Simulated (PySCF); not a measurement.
# CF3C(O)CH3: NMR shifts, electronic excitations and K edges in gas and solvents, part 2 of 2

PySCF 2.14.0. Atoms count from 0. Earlier steps stand in the parts before.

### Step 8. Excited states and response: CAM-B3LYP/def2-SVPD

The job: settings as JSON, then the geometry in Å.

```
{"job": {"kind": "uv", "xc": "CAM-B3LYP", "basis": "def2-SVPD", "dynamic": true, "nstates": 6, "ntriplets": 0}, "charge": 0, "multiplicity": 1}
C      1.167310     0.055555    -0.603647
C      0.279667     0.161102     0.596692
O      0.636436     0.433779     1.708033
C     -1.217899    -0.114975     0.327795
F     -1.369325    -1.346985    -0.170629
F     -1.941256    -0.008208     1.423545
F     -1.680920     0.750972    -0.579153
H      2.199048     0.292559    -0.319315
H      1.110886    -0.962044    -1.020242
H      0.818255     0.743005    -1.389359
```

Level: TDDFT CAM-B3LYP/def2-SVPD, vertical, gas phase, core orbitals frozen in the response.

The program printed:

```text
coarse grid: 9464 points
cycle   1  E = -490.0385854372  dE =  1.285e+00  |g| = 1.189e+00  |ddm| = 3.913e+00
cycle   2  E = -489.6202041710  dE =  4.184e-01  |g| = 1.990e+00  |ddm| = 2.811e+00
cycle   3  E = -490.3063633191  dE = -6.862e-01  |g| = 1.818e-01  |ddm| = 1.852e+00
cycle   4  E = -490.3110553192  dE = -4.692e-03  |g| = 9.634e-02  |ddm| = 2.263e-01
cycle   5  E = -490.3126363737  dE = -1.581e-03  |g| = 1.284e-02  |ddm| = 9.290e-02
cycle   6  E = -490.3126689364  dE = -3.256e-05  |g| = 4.632e-03  |ddm| = 1.942e-02
cycle   7  E = -490.3126740107  dE = -5.074e-06  |g| = 1.303e-03  |ddm| = 9.032e-03
final grid: 95760 points
cycle   8  E = -490.3890114637  dE = -2.695e-05  |g| = 4.991e-03  |ddm| = 5.034e-02
cycle   9  E = -490.3890088331  dE =  2.631e-06  |g| = 6.479e-03  |ddm| = 1.028e-02
cycle  10  E = -490.3890157931  dE = -6.960e-06  |g| = 8.446e-04  |ddm| = 5.124e-03
cycle  11  E = -490.3890159205  dE = -1.274e-07  |g| = 2.268e-04  |ddm| = 1.015e-03
cycle  12  E = -490.3890159286  dE = -8.122e-09  |g| = 8.058e-05  |ddm| = 2.705e-04
cycle  13  E = -490.3890159299  dE = -1.329e-09  |g| = 1.042e-05  |ddm| = 1.018e-04
cycle  14  E = -490.3890159300  dE = -2.740e-11  |g| = 4.997e-06  |ddm| = 2.381e-05
converged SCF energy = -490.3890159300

Static polarisability (au): isotropic 42.296, principal 35.874 44.035 46.978

Singlet excitations
state   eV       nm        f      main configurations
  1   4.3570    284.6   0.00000   H->L 0.98
  2   8.0579    153.9   0.01729   H->L+1 0.86, H->L+3 0.11
  3   8.3719    148.1   0.00170   H-2->L 0.94
  4   8.8770    139.7   0.14331   H-1->L 0.69, H->L+2 0.18
  5   9.2708    133.7   0.10931   H->L+2 0.38, H->L+3 0.22, H-1->L 0.22
  6   9.3218    133.0   0.00117   H-5->L 0.56, H-7->L 0.37
```

It took 27 s on 1 thread, shared host.

The orbitals next to the gap, with their largest atomic shares:

```
orbital      eV                      atoms
 HOMO−3  -13.95  F5 38 %, F4 30 %, F6 29 %
 HOMO−2  -13.17  C0 27 %, H7 16 %, F5 15 %
 HOMO−1  -12.73  O2 41 %, C0 21 %, C1 18 %
   HOMO   -9.98  O2 59 %, C1 12 %, C0 10 %
   LUMO   -0.52   C1 38 %, O2 36 %, C0 7 %
 LUMO+1    1.08  C0 27 %, C1 13 %, C3 11 %
 LUMO+2    2.00  F5 16 %, C3 14 %, H7 12 %
```

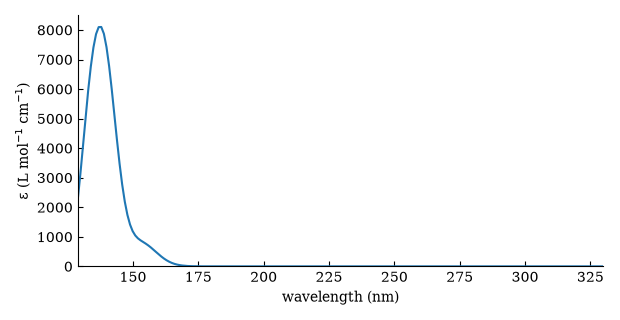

Absorption spectrum: each of the 6 states is a Gaussian band of 0.4 eV half-width at 1/e. Beyond the last state computed it falls off for lack of states.

Ground-state properties from the same run:

```
           property  computed
  dipole moment (D)      2.80
polarisability (Å³)      6.27
 HOMO–LUMO gap (eV)      9.46
      −ε(HOMO) (eV)      9.98
C6 with itself (au)       949
```

### Step 9. Ultraviolet spectrum: CAM-B3LYP/def2-SVPD in chloroform

Settings changed since step 8:

```diff
@@ -1,2 +1,2 @@
-{"job": {"kind": "uv", "xc": "CAM-B3LYP", "basis": "def2-SVPD", "dynamic": true, "nstates": 6, "ntriplets": 0}, "charge": 0, "multiplicity": 1}
+{"job": {"kind": "uv", "xc": "CAM-B3LYP", "basis": "def2-SVPD", "solvent": "chloroform", "nstates": 6, "ntriplets": 0}, "charge": 0, "multiplicity": 1}
 C      1.167310     0.055555    -0.603647
```

With the program's defaults for keys left out, this is: TDDFT CAM-B3LYP/def2-SVPD, vertical, IEF-PCM chloroform (non-equilibrium linear response), core orbitals frozen in the response.

The program printed:

```text
coarse grid: 9464 points
cycle   1  E = -490.0556070719  dE =  1.268e+00  |g| = 1.169e+00  |ddm| = 3.912e+00
cycle   2  E = -489.7184494028  dE =  3.372e-01  |g| = 1.861e+00  |ddm| = 2.681e+00
cycle   3  E = -490.3135477686  dE = -5.951e-01  |g| = 1.544e-01  |ddm| = 1.683e+00
cycle   4  E = -490.3169290861  dE = -3.381e-03  |g| = 8.408e-02  |ddm| = 1.998e-01
cycle   5  E = -490.3181314669  dE = -1.202e-03  |g| = 1.191e-02  |ddm| = 8.123e-02
cycle   6  E = -490.3181587112  dE = -2.724e-05  |g| = 4.121e-03  |ddm| = 1.631e-02
cycle   7  E = -490.3181627770  dE = -4.066e-06  |g| = 1.096e-03  |ddm| = 7.910e-03
final grid: 95760 points
cycle   8  E = -490.3944821337  dE = -2.719e-05  |g| = 4.830e-03  |ddm| = 5.066e-02
cycle   9  E = -490.3944801782  dE =  1.956e-06  |g| = 6.060e-03  |ddm| = 1.002e-02
cycle  10  E = -490.3944862189  dE = -6.041e-06  |g| = 7.241e-04  |ddm| = 4.795e-03
cycle  11  E = -490.3944863117  dE = -9.276e-08  |g| = 2.268e-04  |ddm| = 9.187e-04
cycle  12  E = -490.3944863201  dE = -8.381e-09  |g| = 7.431e-05  |ddm| = 2.767e-04
cycle  13  E = -490.3944863212  dE = -1.154e-09  |g| = 1.015e-05  |ddm| = 9.562e-05
cycle  14  E = -490.3944863213  dE = -3.411e-11  |g| = 4.062e-06  |ddm| = 2.382e-05
converged SCF energy = -490.3944863213

Static polarisability (au): isotropic 49.762, principal 42.239 50.554 56.493

Singlet excitations
state   eV       nm        f      main configurations
  1   4.4412    279.2   0.00000   H->L 0.98
  2   8.1522    152.1   0.02199   H->L+1 0.83, H->L+3 0.14
  3   8.2742    149.8   0.00265   H-2->L 0.95
  4   8.6759    142.9   0.25710   H-1->L 0.89
  5   9.2965    133.4   0.04508   H->L+2 0.45, H->L+3 0.36
  6   9.3455    132.7   0.00017   H-5->L 0.58, H-7->L 0.32
```

Wall time 22 s (1 thread, shared host).

In short: HOMO -9.92 eV, LUMO -0.40 eV; lowest singlet 4.44 eV.

### Step 10. TDDFT and polarisability: CAM-B3LYP/def2-SVPD in cyclohexane

Settings changed since step 9:

```diff
@@ -1,2 +1,2 @@
-{"job": {"kind": "uv", "xc": "CAM-B3LYP", "basis": "def2-SVPD", "solvent": "chloroform", "nstates": 6, "ntriplets": 0}, "charge": 0, "multiplicity": 1}
+{"job": {"kind": "uv", "xc": "CAM-B3LYP", "basis": "def2-SVPD", "solvent": "cyclohexane", "nstates": 6, "ntriplets": 0}, "charge": 0, "multiplicity": 1}
 C      1.167310     0.055555    -0.603647
```

With the program's defaults for keys left out, this is: TDDFT CAM-B3LYP/def2-SVPD, vertical, IEF-PCM cyclohexane (non-equilibrium linear response), core orbitals frozen in the response.

The program printed:

```text
coarse grid: 9464 points
cycle   1  E = -490.0482619631  dE =  1.275e+00  |g| = 1.177e+00  |ddm| = 3.912e+00
cycle   2  E = -489.6785713135  dE =  3.697e-01  |g| = 1.914e+00  |ddm| = 2.729e+00
cycle   3  E = -490.3104600976  dE = -6.319e-01  |g| = 1.650e-01  |ddm| = 1.746e+00
cycle   4  E = -490.3143199943  dE = -3.860e-03  |g| = 8.909e-02  |ddm| = 2.098e-01
cycle   5  E = -490.3156708781  dE = -1.351e-03  |g| = 1.225e-02  |ddm| = 8.586e-02
cycle   6  E = -490.3157001065  dE = -2.923e-05  |g| = 4.339e-03  |ddm| = 1.753e-02
cycle   7  E = -490.3157045958  dE = -4.489e-06  |g| = 1.173e-03  |ddm| = 8.407e-03
final grid: 95760 points
cycle   8  E = -490.3920319644  dE = -2.710e-05  |g| = 4.890e-03  |ddm| = 5.051e-02
cycle   9  E = -490.3920297521  dE =  2.212e-06  |g| = 6.221e-03  |ddm| = 1.011e-02
cycle  10  E = -490.3920361378  dE = -6.386e-06  |g| = 7.723e-04  |ddm| = 4.915e-03
cycle  11  E = -490.3920362436  dE = -1.058e-07  |g| = 2.260e-04  |ddm| = 9.553e-04
cycle  12  E = -490.3920362518  dE = -8.207e-09  |g| = 7.673e-05  |ddm| = 2.722e-04
cycle  13  E = -490.3920362530  dE = -1.214e-09  |g| = 9.962e-06  |ddm| = 9.745e-05
cycle  14  E = -490.3920362531  dE = -3.035e-11  |g| = 4.373e-06  |ddm| = 2.311e-05
converged SCF energy = -490.3920362531

Static polarisability (au): isotropic 46.215, principal 39.089 47.599 51.957

Singlet excitations
state   eV       nm        f      main configurations
  1   4.3999    281.8   0.00000   H->L 0.98
  2   8.1182    152.7   0.02116   H->L+1 0.84, H->L+3 0.13
  3   8.3196    149.0   0.00250   H-2->L 0.94
  4   8.7402    141.9   0.24566   H-1->L 0.86
  5   9.2675    133.8   0.06656   H->L+2 0.47, H->L+3 0.31
  6   9.3300    132.9   0.00034   H-5->L 0.58, H-7->L 0.34
```

Run time: 22 s. Hardware: 1 thread, shared host.

In short: HOMO -9.94 eV, LUMO -0.44 eV; lowest singlet 4.40 eV.

### Step 11. K-edge absorption: BHandHLYP/aug-pcX-1+pcseg-1

Settings changed since step 10:

```diff
@@ -1,2 +1,2 @@
-{"job": {"kind": "uv", "xc": "CAM-B3LYP", "basis": "def2-SVPD", "solvent": "cyclohexane", "nstates": 6, "ntriplets": 0}, "charge": 0, "multiplicity": 1}
+{"job": {"kind": "xas", "xc": "BHandHLYP", "basis": {"default": "aug-pcX-1", "H": "pcseg-1"}}, "charge": 0, "multiplicity": 1}
 C      1.167310     0.055555    -0.603647
```

Method: core-valence-separated TDA BHandHLYP/aug-pcX-1 H:pcseg-1, K edges, non-relativistic, gas phase.

The program printed:

```text
coarse grid: 9464 points
cycle   1  E = -490.3231063885  dE =  1.265e+00  |g| = 1.162e+00  |ddm| = 3.731e+00
cycle   2  E = -490.0524334465  dE =  2.707e-01  |g| = 1.763e+00  |ddm| = 2.241e+00
cycle   3  E = -490.5677238704  dE = -5.153e-01  |g| = 1.690e-01  |ddm| = 1.525e+00
cycle   4  E = -490.5717035431  dE = -3.980e-03  |g| = 9.001e-02  |ddm| = 1.680e-01
cycle   5  E = -490.5730079079  dE = -1.304e-03  |g| = 1.080e-02  |ddm| = 7.491e-02
cycle   6  E = -490.5730329767  dE = -2.507e-05  |g| = 4.015e-03  |ddm| = 1.421e-02
cycle   7  E = -490.5730370462  dE = -4.070e-06  |g| = 1.233e-03  |ddm| = 7.542e-03
final grid: 95760 points
cycle   8  E = -490.6026317349  dE = -1.042e-04  |g| = 4.382e-03  |ddm| = 3.242e-02
cycle   9  E = -490.6026311459  dE =  5.890e-07  |g| = 4.421e-03  |ddm| = 6.392e-03
cycle  10  E = -490.6026341413  dE = -2.995e-06  |g| = 8.416e-04  |ddm| = 3.324e-03
cycle  11  E = -490.6026342342  dE = -9.297e-08  |g| = 4.559e-04  |ddm| = 8.662e-04
cycle  12  E = -490.6026342675  dE = -3.322e-08  |g| = 5.050e-05  |ddm| = 3.590e-04
cycle  13  E = -490.6026342680  dE = -5.133e-10  |g| = 2.139e-05  |ddm| = 5.606e-05
converged SCF energy = -490.6026342680

C K edge
   eV          f      from atoms
  283.392   0.07759   C1
  284.528   0.00000   C0
  286.080   0.00814   C0
  286.866   0.03564   C0
  286.897   0.03952   C0
  287.663   0.00281   C0
  288.189   0.00978   C0
  288.459   0.00250   C0
  288.698   0.01026   C0
  289.256   0.00016   C0
  289.315   0.00218   C0
  289.404   0.01841   C0
  289.764   0.00016   C1
  289.903   0.00113   C0
  290.076   0.00550   C0
  290.497   0.00675   C1

O K edge
   eV          f      from atoms
  528.283   0.05425   O2
  534.526   0.00015   O2
  535.424   0.00240   O2
  535.772   0.00079   O2
  535.847   0.00331   O2
  536.439   0.00685   O2
  536.655   0.00105   O2
  536.751   0.00119   O2

F K edge
   eV          f      from atoms
  686.037   0.01916   F4
  686.044   0.01709   F6
  686.659   0.00218   F5
  687.606   0.02452   F5
  687.998   0.00072   F4
  688.003   0.00061   F6
  688.523   0.02059   F5
  688.582   0.04917   F4 F6
  688.586   0.00755   F6 F4
  689.004   0.00196   F4
  689.010   0.00509   F6
  689.104   0.00108   F5
  689.257   0.00522   F5
  689.329   0.00644   F4
  689.348   0.00605   F6
  689.417   0.00715   F5
```

It took 21 s on 1 thread, shared host.

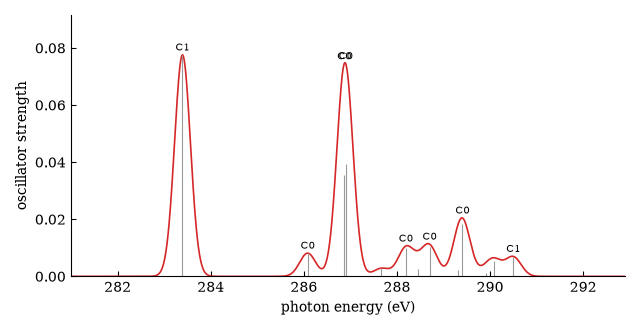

The C K edge. Lines are broadened to a width of 0.40 eV (Gaussian).

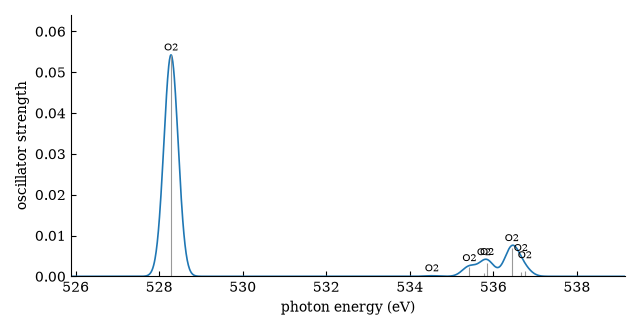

The O K edge. Lines are broadened to a width of 0.40 eV (Gaussian).

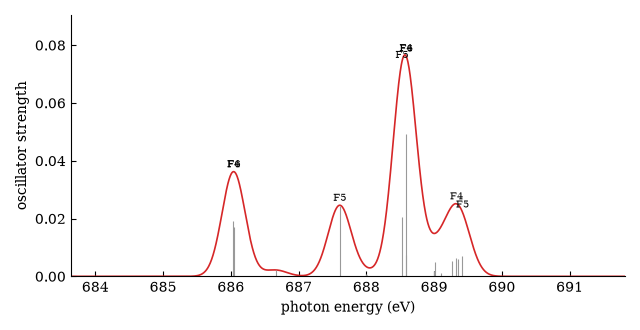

The F K edge. Lines are broadened to a width of 0.40 eV (Gaussian).

### Step 12. Comparing the runs: NMR shifts

Shifts (ppm), means over like atoms, with basis size and wall time (the measured row can stand on another reference than the computed rows):

```
                               run     C1     C3    C0    H7     O2     F4  functions   time
       PBE0/pcSseg-1 in chloroform  200.1  121.1  26.7  2.58  662.6  -93.1        134   11 s
      PBE0/pcSseg-1 in cyclohexane  198.1  120.7  25.9  2.50  674.9  -93.7        134  9.2 s
PBE0/pcSseg-1 in dimethylsulfoxide  201.8  121.5  27.4  2.64  651.2  -92.5        134  8.9 s
       WP04/pcSseg-1 in chloroform  199.8  125.4  28.0  2.61  626.9  -88.5        134  9.5 s
    wB97X-D/pcSseg-1 in chloroform  201.1  121.2  27.1  2.58  657.6  -86.2        134   12 s
                          measured      –      –     –     –      –  -80.5          –      –
```

Measured: G. Saielli, R. Bini, A. Bagno, Computational 19F NMR. 2. Organic compounds, RSC Adv. 2014, ESI (exp. from Berger-Braun-Kalinowski 1994 and Everett 1995).

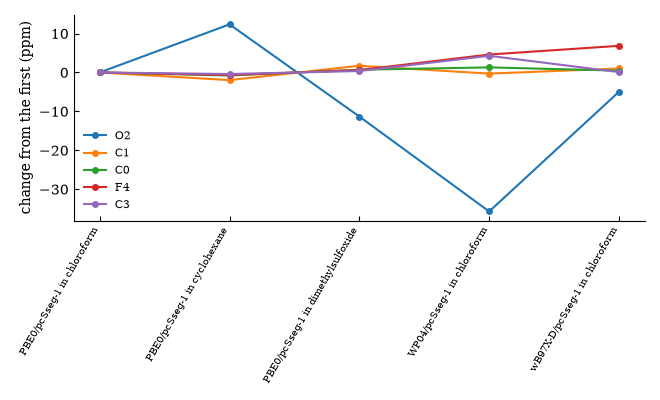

How five of the tabulated atoms move from run to run.

### Step 13. Comparing the runs: electronic excitations

Excitations and ground-state properties, with basis size and wall time:

```
                               run  lowest singlet (eV)  brightest (eV)      f  gap (eV)  α (Å³)  μ (D)  functions  time
               CAM-B3LYP/def2-SVPD                 4.36            8.88  0.143      9.46    6.27   2.80        176  27 s
 CAM-B3LYP/def2-SVPD in chloroform                 4.44            8.68  0.257      9.53    7.37   3.34        176  22 s
CAM-B3LYP/def2-SVPD in cyclohexane                 4.40            8.74  0.246      9.50    6.85   3.10        176  22 s
```

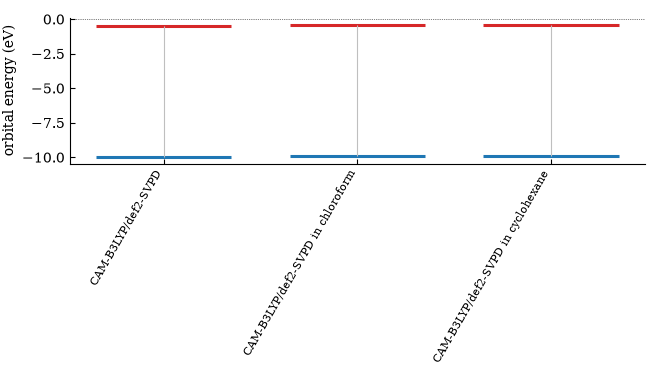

HOMO (blue) and LUMO (red) run by run.

The continuum's effect on the ground state:

```
    solvent     ε  polarisation energy (Eh)  μ (D)
cyclohexane  2.02                   -0.0032   3.10
 chloroform  4.71                   -0.0062   3.34
```

### Step 14. What came out

What follows sums up all 2 parts.

```
                                                                             quantity                                                  value
                                                                          point group                                                     Cs
                                                 rotational constants (main isotopes)                                   3.68, 2.48, 2.03 GHz
                                   13C shifts against TMS (PBE0/pcSseg-1, chloroform)                                 200.1, 121.1, 26.7 ppm
   1H shifts against TMS (PBE0/pcSseg-1, chloroform, means over atoms taken as alike)                                               2.58 ppm
                                   17O shifts against H2O (PBE0/pcSseg-1, chloroform)                                              662.6 ppm
19F shifts against CFCl3 (PBE0/pcSseg-1, chloroform, means over atoms taken as alike)                                              -93.1 ppm
                                             measured, and computed on the same scale                                  F4 δ -80.5, -93.1 ppm
                                                 lowest singlet (CAM-B3LYP/def2-SVPD)                            4.36 eV (285 nm), f = 0.000
                                             brightest single state of those computed                            state 4, 8.88 eV, f = 0.143
                                                                             C K edge  first line 283.39 eV, strongest 283.39 eV (f = 0.078)
                                                                             O K edge  first line 528.28 eV, strongest 528.28 eV (f = 0.054)
                                                                             F K edge  first line 686.04 eV, strongest 688.58 eV (f = 0.049)
                                        range of the shift of O2 (PBE0/pcSseg-1 runs)                                     651.2 to 674.9 ppm
                                                          range of the lowest singlet                                        4.36 to 4.44 eV
```

**Reading.** Over 9 steps the energy fell by 0.033 eV; of the close pairs, C1–C3 changed most, 1.564 to 1.546 Å. The most deshielded carbon is C1 (ketone carbonyl carbon), at 200.1 ppm: low-lying n→π* states of the double bond to the heteroatom give a large paramagnetic term (-265 ppm). Vibration and temperature are missing from the calculation, and it holds one conformer, so part of the miss against the measured shifts is not the functional's. The lowest singlet, at 4.36 eV, is HOMO→LUMO 0.98 and is dark; of the 6 states computed, the strongest absorption comes from state 4 at 8.88 eV. At the O edge the strongest single line lifts a 1s electron of O2 into LUMO (weight 0.94), and it is the first line. Absolute edge energies from this method are off by several eV; spacings are better. At one level, PBE0/pcSseg-1: Across the 3 runs the shift of O2 moves most, between 651.2 (PBE0/pcSseg-1 in dimethylsulfoxide) and 674.9 ppm (PBE0/pcSseg-1 in cyclohexane). The lowest singlet runs from 4.36 eV (CAM-B3LYP/def2-SVPD) to 4.44 eV (CAM-B3LYP/def2-SVPD in chloroform), while the orbital gap spans 9.46 to 9.53 eV. The lowest state need not be the same one in every run. The continuum holds electrostatics alone: no hydrogen bonds to the solvent, and the gas-phase geometry is kept.
